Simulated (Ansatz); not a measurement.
**Cl$_{2}$H$_{18}$Sn$_{14}$ (Sn14H20 off sphere) (charge −1, doublet): density, localisation and related maps**

Input

```
crystal:
  periodic: [false, false, false]
  atoms:
    - {symbol: Sn, position_ang: [0.915700, -4.031901, 0.941261]}
    - {symbol: Sn, position_ang: [-2.403857, 2.413276, -2.441162]}
    - {symbol: Sn, position_ang: [0.795907, -0.792799, -2.324984]}
    - {symbol: Sn, position_ang: [-2.423807, -0.725007, 0.832508]}
    - {symbol: Sn, position_ang: [0.801179, -0.825334, 4.047549]}
    - {symbol: Sn, position_ang: [0.721897, 2.420868, 0.836449]}
    - {symbol: Sn, position_ang: [4.008299, -0.927046, 0.953221]}
    - {symbol: Sn, position_ang: [-4.074568, 0.813370, -0.853363]}
    - {symbol: Sn, position_ang: [-0.773778, -2.434100, -0.672479]}
    - {symbol: Sn, position_ang: [2.678087, -2.695702, 2.725934]}
    - {symbol: Sn, position_ang: [-0.777074, 0.785097, -4.042323]}
    - {symbol: Sn, position_ang: [-0.805579, 4.080579, -0.849076]}
    - {symbol: Sn, position_ang: [2.434043, 0.773232, -0.665857]}
    - {symbol: Sn, position_ang: [-0.917000, 0.911777, 2.556879]}
    - {symbol: Cl, position_ang: [-3.780527, 3.785885, -3.887401]}
    - {symbol: Cl, position_ang: [4.529493, -4.396541, 2.973033]}
    - {symbol: H, position_ang: [1.712535, -5.075807, -0.188232]}
    - {symbol: H, position_ang: [-0.184019, -5.079364, 1.779652]}
    - {symbol: H, position_ang: [1.779718, -1.783521, -3.352544]}
    - {symbol: H, position_ang: [-3.515492, -1.708406, 1.755281]}
    - {symbol: H, position_ang: [-0.268974, -1.668081, 5.135850]}
    - {symbol: H, position_ang: [1.655909, 0.234803, 5.135810]}
    - {symbol: H, position_ang: [1.704926, 3.505016, 1.768396]}
    - {symbol: H, position_ang: [5.046793, -1.733705, -0.172759]}
    - {symbol: H, position_ang: [5.061019, 0.158130, 1.802425]}
    - {symbol: H, position_ang: [-5.095015, -0.133154, -1.876848]}
    - {symbol: H, position_ang: [-5.132014, 1.831418, 0.057776]}
    - {symbol: H, position_ang: [-1.808066, -3.390997, -1.693610]}
    - {symbol: H, position_ang: [-1.761063, -0.176060, -5.086560]}
    - {symbol: H, position_ang: [0.194590, 1.768247, -5.077789]}
    - {symbol: H, position_ang: [0.152748, 5.093909, -1.868543]}
    - {symbol: H, position_ang: [-1.820679, 5.144982, 0.056915]}
    - {symbol: H, position_ang: [3.395003, 1.806264, -1.682835]}
    - {symbol: H, position_ang: [-2.043836, 2.039171, 3.278925]}
basis:
  gaussian: {orbitals: def2-SVP, fitting: {mean_field: def2-universal-jkfit}, initial_orbitals: start.molden}
total_charge: -1
magnetization: {spin_polarized: true, initial_magnetization: 1}
hamiltonian: {xc: pbe0, dispersion: d4}
scf: {omitted_lower_state_checks: [starts]}
output: {orbitals: {seedname: orbitals}}
```

Command:

```sh
ansatz run in.yaml --threads 2 --pin off --events-out ev --progress --plain --max-ram 32768MiB --backend cuda --devices 0, --max-vram 18GiB
```

Geometry: r2SCAN-D4/def2-SVP; core potentials replace the inner electrons of Sn.

The calculation used Ansatz 0.2.0, UKS PBE0-D4/def2-SVP.

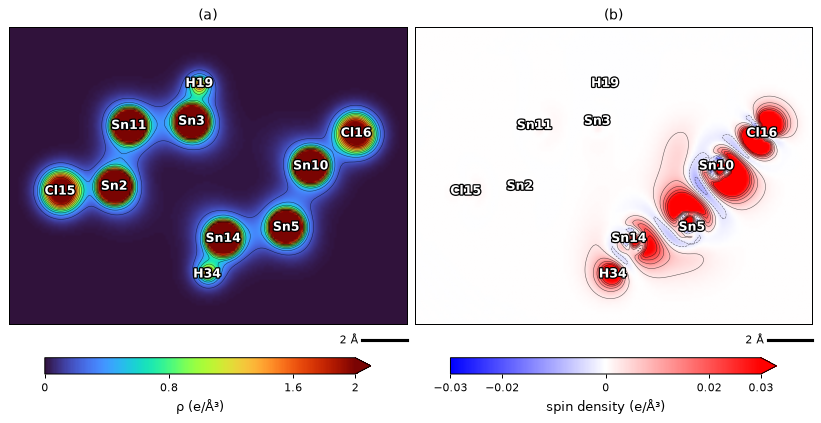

Figure 1. (a) electron density; (b) spin density on the plane of atoms Sn11, Sn2 and Cl15.

> Interpret the plot.

The section cuts through Sn, Cl and H sites.
Sn–Cl (2.42 Å): the density is about 0.47 e/Å³ at the midpoint.
Sn–Sn (2.80 Å): ρ is about 0.39 e/Å³ halfway.
Sn–H (1.73 Å): the density is about 1.1 e/Å³ at the midpoint.
Sn–Cl (2.53 Å): ρ at the midpoint is about 0.39 e/Å³.
Sn–Sn (2.86 Å): the density is about 0.34 e/Å³ at the midpoint.
The unpaired spin (1 electron) lies mostly on Sn10 (about 0.3), Sn5 (about 0.2), Cl16 (about 0.2) and Sn14 (about 0.1), in electrons by Hirshfeld's partition.

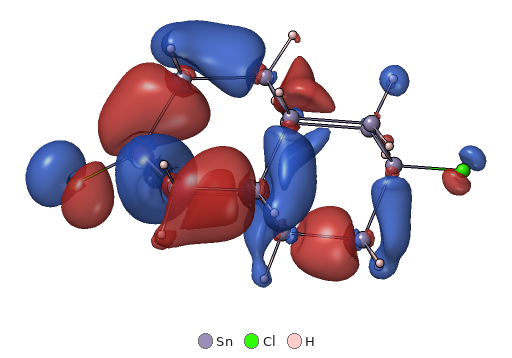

Figure 2. The HOMO−1 (α) at ±0.04 Å⁻³ᐟ² (red and blue are the two phases), seen across its widest extent.

> Describe this orbital and give its energy.

It lies mainly on Sn7 (about 20 %), Sn10 (about 15 %), Cl16 (about 15 %), Sn5 (about 10 %) and Sn13 (about 10 %). Its energy is −4.17 eV.

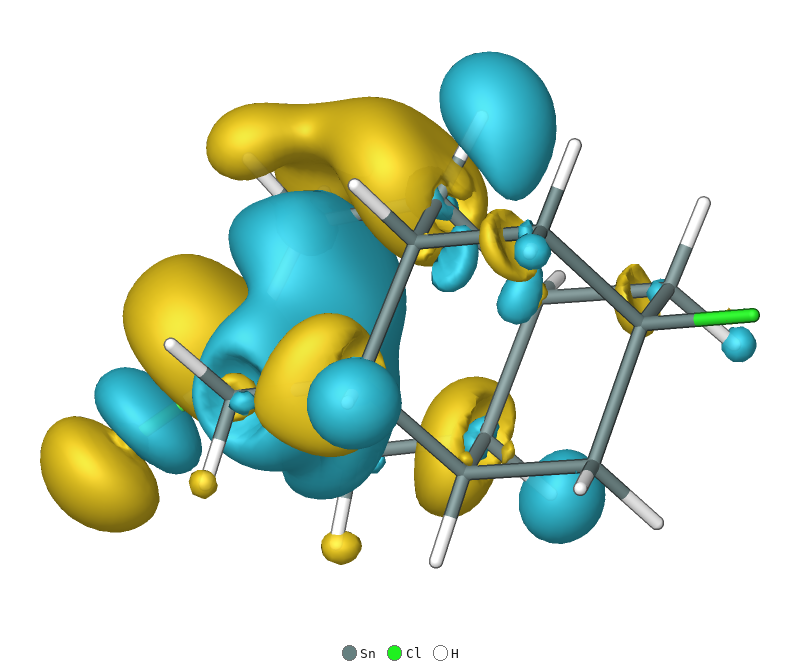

Figure 3. The LUMO (β) at ±0.04 Å⁻³ᐟ² (yellow and cyan are the two phases), seen at a tilt.

> What is the character of this orbital?

Its weight (Hirshfeld) is mainly on Sn10 (about 25 %), Sn5 (about 20 %), Cl16 (about 15 %) and Sn14 (about 10 %). Its energy is −0.58 eV.
